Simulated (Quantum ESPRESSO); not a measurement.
# Pb (Lead): phonons by linear response, part 3 of 3

How does Pb (Lead) vibrate, and is this structure a minimum?

Quantum ESPRESSO 7.5; DFT LDA, scalar-relativistic, plane waves, PseudoDojo norm-conserving pseudopotentials.

So far. Step 5 (Linear response on the mesh): The acoustic modes at Γ come out as far as 1.2 cm⁻¹ from zero, where they should vanish, a small numerical error. The relaxed cell has a = 4.888 Å (conventional setting).

## 7. Dispersion (continued)

Force constants by pair (phonopy on the run's constants); pairs near half the supercell's span include their periodic images. Pair force constants, by row:

```csv
atom,neighbour,distance (Å),third of the trace (eV/Å²),along the pair's line (eV/Å²)
Pb1,itself,0,1.882,–
Pb1,Pb,3.457,-0.1217,-0.467
Pb1,Pb,4.888,-0.0521,-0.0862
Pb1,Pb,5.987,-0.0068,-0.0053
Pb1,Pb,6.913,-0.0356,-0.1233
```

Harmonic mean-square displacement, third of the trace. Mean-square displacements:

```csv
T (K),Pb1 U_eq (Å²)
0,0.00189
100,0.00757
300,0.02218
600,0.04427
```

Mode patterns, pair constants, displacements and means over the zone were worked out by phonopy from the force constants of q2r.x.

All branches are real along the path.

## 8. Sums over the zone

Sums over the zone need many more wavevectors than were solved, so the interpolation is sampled on a dense mesh.

matdyn.in

```
&INPUT
  asr    = 'crystal'
  flfrc  = 'x.fc'
  dos    = .true.
  fldos  = 'x.dos'
  nk1    = 16
  nk2    = 16
  nk3    = 16
  deltaE = 0.3
/
```

Run with:

```
$ matdyn.x -in matdyn.in > matdyn.out
```

Numbers of over 12 decimals in the logs are rounded to 6 here.

What it wrote:

```text
[banner, memory and clock lines left out]
Program MATDYN v.7.5

 mass for atomic type   1 not given; uses mass from file x.fc
 Norm of the difference between old and new effective charges:    0.000000

 Norm of the difference between old and new force-constants:   4.99047e-06

     Message from routine matdyn:
     Z* not found in file x.fc, TO-LO splitting at q=0 will be absent!

Note: The following floating-point exceptions are signalling: IEEE_UNDERFLOW_FLAG
```

Run time: 1 s. Hardware: 1 thread of Arm Neoverse V2, shared host.

Read from the output:

```yaml
share_of_modes_beyond_3i_cm_minus1_on_the_dense_interpolated_mesh: 0
zero_point_energy_per_atom: 8.9 meV
heat_capacity_at_300_k: 24.83 J/(mol atoms K)
vibrational_entropy_at_300_k: 62.83 J/(mol atoms K)
```

The phonon density of states has structure finer than the step of the table below, so its rows give means over 5 cm⁻¹, whole bins alone (the curve runs from 0 to 72.6 cm⁻¹). Peaks (cm⁻¹: height): 40.2: 0.172, 66.3: 0.135.

Tetrahedra. Table of phonon density of states by wavenumber; means over each step:

```csv
wavenumber (cm⁻¹),phonon density of states (1/cm⁻¹/cell)
5,3.0e-4
10,0.00205
15,0.00516
20,0.00966
25,0.0166
30,0.0282
35,0.0620
40,0.126
45,0.0716
50,0.0548
55,0.0499
60,0.0382
65,0.111
70,0.0244
```

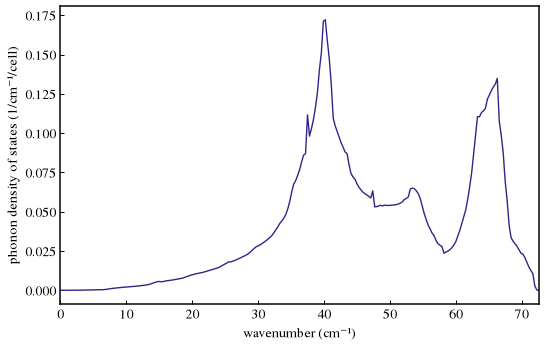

Phonon density of states against wavenumber.

Harmonic thermodynamic functions per atom, summed over the density of states scaled to three modes an atom; melting is ignored. Thermodynamic functions:

```csv
T (K),F_vib (meV/atom),S (J/mol-atom/K),C_V (J/mol-atom/K)
0,8.9,0,0
50,4.63,20.07,21.19
100,-10.26,35.89,23.92
200,-57.17,52.79,24.68
300,-117.4,62.83,24.83
400,-186.4,69.98,24.88
500,-261.9,75.53,24.9
600,-342.7,80.08,24.91
700,-427.7,83.92,24.92
800,-516.4,87.25,24.93
900,-608.4,90.18,24.93
1000,-703.3,92.81,24.93
```

At 300 K the heat capacity has reached 100 % of the Dulong-Petit value.

## 9. The dispersion under another sum rule (asr all)

The sum rule corrects the force constants themselves, so it can shift branches at any wavevector, low ones most.

matdyn.in

```
&INPUT
  asr              = 'all'
  flfrc            = 'x.fc'
  flfrq            = 'x.freq'
  flvec            = 'x.modes'
  q_in_band_form   = .true.
  q_in_cryst_coord = .true.
/
8
  0.0000000   0.0000000   0.0000000   8  ! GAMMA
  0.0000000   0.5000000   0.5000000   8  ! X
  0.0000000   0.6250000   0.3750000   1  ! U
 -0.3750000   0.3750000  -0.0000000   8  ! K
  0.0000000   0.0000000   0.0000000   8  ! GAMMA
  0.0000000   0.5000000   0.0000000   8  ! L
 -0.2500000   0.5000000   0.2500000   8  ! W
  0.0000000   0.5000000   0.5000000   1  ! X
```

Run with:

```
$ matdyn.x -in matdyn.in > matdyn.out
```

What it wrote:

```text
[banner, memory and clock lines left out]
Program MATDYN v.7.5

 mass for atomic type   1 not given; uses mass from file x.fc
 Norm of the difference between old and new effective charges:    0.000000

 Huang before:    1   1   1   2,   residual stress:   0.000000
 Huang before:    1   1   1   3,   residual stress:   0.000000
 Huang before:    1   1   2   2,   residual stress:  -0.000000
 Huang before:    1   1   2   3,   residual stress:  -0.000000
 Huang before:    1   1   3   3,   residual stress:  -0.000000
 Huang before:    1   2   1   3,   residual stress:  -0.000000
 Huang before:    1   2   2   2,   residual stress:   0.000000
 Huang before:    1   2   2   3,   residual stress:   0.000000
 Huang before:    1   2   3   3,   residual stress:  -0.000000
 Huang before:    1   3   2   2,   residual stress:   0.000000
 Huang before:    1   3   2   3,   residual stress:  -0.000000
 Huang before:    1   3   3   3,   residual stress:  -0.000000
 Huang before:    2   2   2   3,   residual stress:  -0.000000
 Huang before:    2   2   3   3,   residual stress:  -0.000000
 Huang before:    2   3   3   3,   residual stress:  -0.000000

 Norm of the difference between old and new force-constants:   4.99047e-06

     Message from routine matdyn:
     Z* not found in file x.fc, TO-LO splitting at q=0 will be absent!
     Message from routine matdyn:
     Z* not found in file x.fc, TO-LO splitting at q=0 will be absent!

Note: The following floating-point exceptions are signalling: IEEE_UNDERFLOW_FLAG

   You are using asr="all", please consider citing C. Lin, S. Ponc\'e and N. Marzari, npj Comput Mater 8, 236 (2022).
```

Run time: 0.46 s. Hardware: 1 thread.

At the labelled points the branches move by no more than 0.1 cm⁻¹.

## 10. Summary of results

```json
{
  "space group after relaxation": "Fm-3m",
  "volume per atom": "29.2 Å³",
  "q mesh": "4×4×4",
  "lowest mode on the q mesh (acoustic ones at the zone centre apart)": "24.0 cm⁻¹",
  "zero-point energy per atom": "8.9 meV",
  "heat capacity at 300 K": "24.8 J/(mol atoms K)",
  "vibrational entropy at 300 K": "62.8 J/(mol atoms K)",
  "imaginary modes on the q mesh": "none"
}
```

**Reading.** Pb (Lead) is dynamically stable on the 4×4×4 mesh; its spectrum reaches 72 cm⁻¹. These are harmonic frequencies at zero temperature: anharmonic shifts and linewidths and thermal expansion are left out. Spin-orbit coupling is left out, which can matter for the heavy elements here. In a metal the frequencies hang on the k mesh and the smearing, most of all near Kohn anomalies.

[Host names and launcher messages were left out of these logs when they were recorded.]

[Logs are printed without paths, hosts, clocks, repeated set-up lines and the standing remarks that a program may print on its own settings, such as how far it seeks lower states.]

[Hosts, paths, dates, database ids (printed as entryN), source tags and the programs' standing remarks are cut or masked in the printed files.]
